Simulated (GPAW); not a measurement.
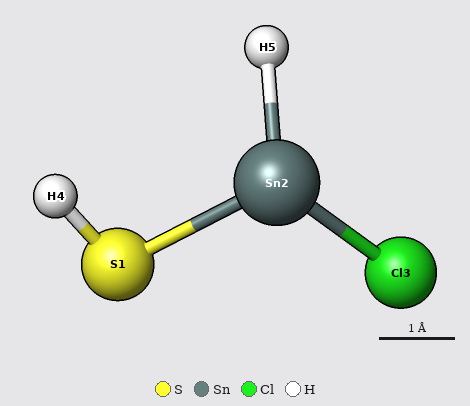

Figure 1. The structure as given in the input (ball-and-stick view, seen on its broad side; atoms are numbered from 1 in the order of the input). Sticks mark near contacts. Bond lengths as drawn: Cl–Sn 2.36 Å, H–S 1.33 Å, H–Sn 1.98 Å and S–Sn 2.51 Å.

SnH2SCl: property calculation

SnH2SCl, multiplicity 2, SMILES [SH][SnH][Cl], computed with PBE/real-space grid, UKS, scalar-relativistic datasets (GPAW 26.7.0).

The geometry comes from this level: GFN2-xTB.

**The program's output**
```
__  _  _
 | _ |_)|_||  |
 |__||  | ||/\| - 26.7.0

units:  Angstrom and eV
cores:  1
OpenMP: False

Versions:
  Python: 3.12.14
  ASE:    3.29.0
  Numpy:  2.5.5
  Scipy:  1.18.1
  Libxc:  7.0.0

        _gpaw.cpython-312-x86_64-linux-gnu.so

Input parameters:
  mode=FD(),
  h=0.18,
  maxiter=150,
  occupations=Occupations(name='fermi-dirac', width=0.0, fixmagmom=True),
  symmetry=Symmetry(point_group=False, time_reversal=False),
  xc=XC(name='PBE')

Diagonalizing LCAO Hamiltonian
Converting LCAO to fd mode
        .------------------------------.
       /|                              |
      / |                              |
     /  |                              |
    /   |                              |
   /    |                              |
  /     |                              |
 *      |                              |
 |      |                              |
 |      |                              |
 |      |             SnCl             |
 |      |                H             |
 |      |       S                      |
 |      |                              |
 |      .------------------------------.
 |     /                              /
 |    /                              /
 |   /                              /
 |  /                              /
 | /                              /
 |/                              /
 *------------------------------*

Atoms  # Å, Bohr magnetons
|   | symbol |        x |        y |        z |    initial magnetic moments |
|---|--------|----------|----------|----------|-----------------------------|
| 0 |      S | 4.964000 | 5.273200 | 5.094900 | ( 0.0000,  0.0000,  0.3333) |
| 1 |     Sn | 6.919100 | 6.354100 | 6.240100 | ( 0.0000,  0.0000,  0.3333) |
| 2 |     Cl | 8.185900 | 4.500000 | 6.978900 | ( 0.0000,  0.0000,  0.3333) |
| 3 |      H | 4.500000 | 6.366800 | 4.500000 | ( 0.0000,  0.0000,  0.0000) |
| 4 |      H | 7.885100 | 7.204900 | 4.732600 | ( 0.0000,  0.0000,  0.0000) |

Unit cell  # Å
| periodic |         x |         y |         z |   lengths |    angles |
|----------|-----------|-----------|-----------|-----------|-----------|
|       no | 12.685900 |  0.000000 |  0.000000 | 12.685900 | 90.000000 |
|       no |  0.000000 | 11.704900 |  0.000000 | 11.704900 | 90.000000 |
|       no |  0.000000 |  0.000000 | 11.478900 | 11.478900 | 90.000000 |

Number of symmetries: 1
Symmetry operations  # r_c * U_cc + t_c -> r_c
|   | kind |            matrix            |
|---|------|------------------------------|
| 0 |  E   |  1, 0, 0,  0, 1, 0,  0, 0, 1 |

BZ-sampling:
  Number of BZ points: 1
  Number of IBZ points: 1

  Monkhorst-Pack size: [1, 1, 1]
  Monkhorst-Pack shift: [0, 0, 0]

K-points  # in reciprocal-cell coordinates
|   |                                coordinates |     weight |
|---|--------------------------------------------|------------|
| 0 | (  0.00000000,   0.00000000,   0.00000000) | 1.00000000 |

Uniform wave function grid shape: (np.int64(71), np.int64(63), np.int64(63))
Spin-components: 2 (collinear spins)
Bands:           19
Projectors:      22
Spin-degeneracy: 1
Datatype:        float64

  Storage: CPU
  Wave functions: 85_666_896 bytes (85_666_896 per core)

Parallelization:
  kpt:    1
  domain: 1
  band:   1

Density:
  Valence electrons: 29.0
  Components: 2
  Grid points: [72 64 64]
  Charge: 0.0  # |e|

Potential:
  Grid points: [72 64 64]

species:
  S:
    name:    Sulfur
    Z:       16.0
    valence: 6
    core:    10
    charge:  0.0  # [|e|]
    file:    S.PBE.gz
    compensation charges:
      type: gauss
      rc: 0.24  # [Å]
      lmax: 2
    cutoffs:
      filter: 1.77  # [Å]
      core: 1.66  # [Å]
    projectors
    | kind |    occ | energy [eV] | rcut [Å] |
    |------|--------|-------------|----------|
    |   3s |  2.000 |     -17.254 |    0.974 |
    |   3p |  4.000 |      -7.008 |    0.979 |
    |    s |        |       9.957 |    0.974 |
    |    p |        |      20.203 |    0.979 |
    |    d |        |       0.000 |    0.900 |

    Using partial waves for S as LCAO basis

  Sn:
    name:    Tin
    Z:       50.0
    valence: 14
    core:    36
    charge:  0.0  # [|e|]
    file:    Sn.PBE.gz
    compensation charges:
      type: gauss
      rc: 0.38  # [Å]
      lmax: 2
    cutoffs:
      filter: 2.23  # [Å]
      core: 2.35  # [Å]
    projectors
    | kind |    occ | energy [eV] | rcut [Å] |
    |------|--------|-------------|----------|
    |   5s |  2.000 |     -10.538 |    1.201 |
    |   5p |  2.000 |      -3.696 |    1.270 |
    |   4d | 10.000 |     -25.845 |    1.185 |
    |    s |        |      16.674 |    1.201 |
    |    p |        |      23.515 |    1.270 |
    |    d |        |       1.367 |    1.185 |

    Using partial waves for Sn as LCAO basis

  Cl:
    name:    Chlorine
    Z:       17.0
    valence: 7
    core:    10
    charge:  0.0  # [|e|]
    file:    Cl.PBE.gz
    compensation charges:
      type: gauss
      rc: 0.25  # [Å]
      lmax: 2
    cutoffs:
      filter: 1.40  # [Å]
      core: 1.49  # [Å]
    projectors
    | kind |    occ | energy [eV] | rcut [Å] |
    |------|--------|-------------|----------|
    |   3s |  2.000 |     -20.689 |    0.794 |
    |   3p |  5.000 |      -8.594 |    0.794 |
    |    s |        |       6.523 |    0.794 |
    |    p |        |      18.617 |    0.794 |
    |    d |        |       0.000 |    0.794 |

    Using partial waves for Cl as LCAO basis

  H:
    name:    Hydrogen
    Z:       1.0
    valence: 1
    core:    0
    charge:  0.0  # [|e|]
    file:    H.PBE.gz
    compensation charges:
      type: gauss
      rc: 0.15  # [Å]
      lmax: 2
    cutoffs:
      filter: 0.85  # [Å]
      core: 0.53  # [Å]
    projectors
    | kind |    occ | energy [eV] | rcut [Å] |
    |------|--------|-------------|----------|
    |   1s |  1.000 |      -6.494 |    0.476 |
    |    s |        |      20.717 |    0.476 |
    |    p |        |       0.000 |    0.476 |

    Using partial waves for H as LCAO basis

Reference energy: -191448.242925  # eV

eigensolver:
  PPCG
  Converge bands: occupied
  niter=2

density mixing:
  MSR1-Mixer
  Pratt-step length: 0.05
  Maximum mixing coefficient: 0.75
  Old densities: 10
  SVD Regularization: 0.005
  Good broyden scale: 1.0
  Trust region scale: 1.0
  Backstep threshold: 4.0
  History deletion threshold: 6.0
  Fourier metric: weight=20.0, sigma=0.015

occupation numbers:
  Fixed magnetic moment: 1.000
  # Zero width

FastPoissonSolver using
    Stencil: 6*3+1=19 point O(h^6) finite-difference Laplacian
    FFT axes: []
    FST axes: [np.int64(1), np.int64(2), np.int64(0)]

xc functional:
  name: PBE with 2 nearest neighbor stencil
interpolation: tri-quintic # 5. degree polynomial

Initialization done in: 6.362 s

convergence criteria:
- Maximum [total energy] change in last 3 cyles: 0.0005 eV / valence electron
- Maximum integral of absolute [dens]ity change: 0.0001 electrons / valence electron
- Maximum integral of absolute [eigenst]ate change: 4e-08 eV^2 / valence electron
maximum number of iterations: 150

SCF iterations
|iter     |     time |      energy | eigst |  dens |  magmom |
|---------|----------|-------------|-------|-------|---------|
|iter:   1| 00:00:11 |  -17.372481 | +0.61 |       |  +0.9943|
|iter:   2| 00:00:18 |  -17.265730 | -0.45 | -0.89 |  +0.9945|
|iter:   3| 00:00:25 |  -16.768703 | -0.14 | -0.92 |  +0.9979|
|iter:   4| 00:00:31 |  -16.725016 | -0.74 | -1.31 |  +0.9990|
|iter:   5| 00:00:38 |  -16.733637 | -1.37 | -1.65 |  +0.9996|
|iter:   6| 00:00:44 |  -16.736162c| -1.93 | -1.99 |  +0.9999|
|iter:   7| 00:00:50 |  -16.737305c| -2.67 | -2.40 |  +1.0000|
|iter:   8| 00:00:57 |  -16.737589c| -3.30 | -2.69 |  +1.0000|
|iter:   9| 00:01:03 |  -16.737735c| -3.70 | -3.02 |  +1.0000|
|iter:  10| 00:01:09 |  -16.737752c| -4.38 | -3.52 |  +1.0000|
|iter:  11| 00:01:15 |  -16.737756c| -4.91 | -3.83 |  +1.0000|
|iter:  12| 00:01:21 |  -16.737756c| -5.69 | -4.41c|  +1.0000|
|iter:  13| 00:01:28 |  -16.737757c| -6.33 | -4.76c|  +1.0000|
|iter:  14| 00:01:34 |  -16.737757c| -6.90 | -5.14c|  +1.0000|
|iter:  15| 00:01:40 |  -16.737757c| -7.51c| -5.47c|  +1.0000|

Converged in 15 steps
SCF loop duration: 92.834 s (6.189 s/step)
Energy contributions relative to reference atoms: (reference = -191448.242925)

Energy contributions:
  Kinetic:          16.525159
  Coulomb:         -19.443173
  Zero:              0.277064
  External:          0.000000
  Xc:              -14.096807
  Entropy:           0.000000
  Spinorbit:         0.000000
  ----------------------------
  Free energy:     -16.737757
  Extrapolated:    -16.737757

dipole moment: (-0.168201, 0.537347, -0.026210)  # |e|*Ang

Total magnetic moment: (0.000000, 0.000000, 0.999999)

Local magnetic moments
|        x |        y |         z |
|----------|----------|-----------|
| 0.000000 | 0.000000 |  0.118908 |  # S    0
| 0.000000 | 0.000000 |  0.171374 |  # Sn   1
| 0.000000 | 0.000000 |  0.045684 |  # Cl   2
| 0.000000 | 0.000000 | -0.001276 |  # H    3
| 0.000000 | 0.000000 |  0.078252 |  # H    4

Fermi levels: -5.903, -5.086
Eigenvalues  # (at kpt = [0.000, 0.000, 0.000])
| band index |      eig [eV] | occ [0-1] |      eig [eV] | occ [0-1] |
|------------|---------------|-----------|---------------|-----------|
|          0 |       -26.783 |     1.000 |       -26.724 |     1.000 |
|        ... |               |           |               |           |
|          6 |       -18.302 |     1.000 |       -18.130 |     1.000 |
|          7 |       -12.427 |     1.000 |       -12.182 |     1.000 |
|          8 |       -10.228 |     1.000 |       -10.118 |     1.000 |
|          9 |        -8.997 |     1.000 |        -8.753 |     1.000 |
|         10 |        -8.334 |     1.000 |        -8.128 |     1.000 |
|         11 |        -8.045 |     1.000 |        -7.937 |     1.000 |
|         12 |        -7.568 |     1.000 |        -7.283 |     1.000 |
|         13 |        -6.814 |     1.000 |        -6.620 |     1.000 |
|         14 |        -5.903 |     1.000 |        -5.086 |     0.000 |
|         15 |        -2.000 |     0.000 |        -1.778 |     0.000 |
|         16 |        -1.750 |     0.000 |        -1.495 |     0.000 |
|         17 |        -1.396 |     0.000 |        -1.057 |     0.000 |
|         18 |        -0.679 |     0.000 |        -0.477 |     0.000 |

Gap: 0.717 eV
Transition (v -> c):
  (s=1, k=0, n=13, [0.00, 0.00, 0.00]) -> (s=0, k=0, n=14, [0.00, 0.00, 0.00])
No difference between direct/indirect transitions
vacuum-level: 0.000  # V
Energy = -16.73776 eV

Forces  # eV/Ang
|        x |        y |        z |
|----------|----------|----------|
|  0.45716 | -0.65506 |  0.59570 |  # S    0
|  0.11239 |  0.62152 | -1.36078 |  # Sn   1
|  0.04560 | -0.10593 |  0.00769 |  # Cl   2
| -0.09178 |  0.69044 | -0.23348 |  # H    3
| -0.54509 | -0.55496 |  1.04972 |  # H    4

Force computation time: 0.270  # s
Forces (eV/Ang)
S     0.4572   -0.6551    0.5957
Sn    0.1124    0.6215   -1.3608
Cl    0.0456   -0.1059    0.0077
H    -0.0918    0.6904   -0.2335
H    -0.5451   -0.5550    1.0497
Dipole = 2.707 D
Moments: [ 0.119  0.171  0.046 -0.001  0.078]
```

The run was set up as follows.

**Input (mol_sp.py)**
```python
import numpy as np
from ase.io import read
from ase.units import Debye
from gpaw import GPAW

system = read('mol.sdf')
system.center(vacuum=4.5)
system.set_initial_magnetic_moments([0.333333, 0.333333, 0.333333, 0.0, 0.0])

dft = GPAW(mode='fd',
           occupations={'name': 'fermi-dirac', 'width': 0.0, 'fixmagmom': True},
           maxiter=150,
           xc='PBE',
           symmetry='off',
           h=0.18,
           txt='-')
system.calc = dft

energy = system.get_potential_energy()
print(f'Energy = {energy:.5f} eV')
forces = system.get_forces()
print('Forces (eV/Ang)')
for symbol, f in zip(system.symbols, forces):
    print(f'{symbol:2} {f[0]:9.4f} {f[1]:9.4f} {f[2]:9.4f}')
dipole = system.get_dipole_moment() / Debye
print(f'Dipole = {np.linalg.norm(dipole):.3f} D')
print('Moments:', system.get_magnetic_moments().round(3))
```

**File mol.sdf**
```

     RDKit          3D

  5  4  0  0  0  0  0  0  0  0999 V2000
   -1.5268   -0.6666   -0.4144 S   0  0  0  0  0  0  0  0  0  0  0  0
    0.4283    0.4143    0.7308 Sn  0  0  0  0  0  3  0  0  0  0  0  0
    1.6951   -1.4398    1.4696 Cl  0  0  0  0  0  0  0  0  0  0  0  0
   -1.9908    0.4270   -1.0093 H   0  0  0  0  0  0  0  0  0  0  0  0
    1.3943    1.2651   -0.7767 H   0  0  0  0  0  0  0  0  0  0  0  0
  2  1  1  0
  3  2  1  0
  4  1  1  0
  5  2  1  0
M  RAD  1   2   2
M  END
$$$$
```

Run as:
```bash
OMP_NUM_THREADS=1 python mol_sp.py
```

**Summary**

| quantity | value |
| --- | --- |
| outcome | converged |
| energy relative to the program's reference atoms | −16.7378 eV |
| largest force | 1.500 eV/Å |
| dipole moment | 2.71 D |
| hardware | 1 thread of Intel Xeon @ 2.50GHz (Skylake/Cascade Lake), 12 GiB of memory available, shared host |
| wall time | 1.7 min |
| peak memory | 1 GiB |
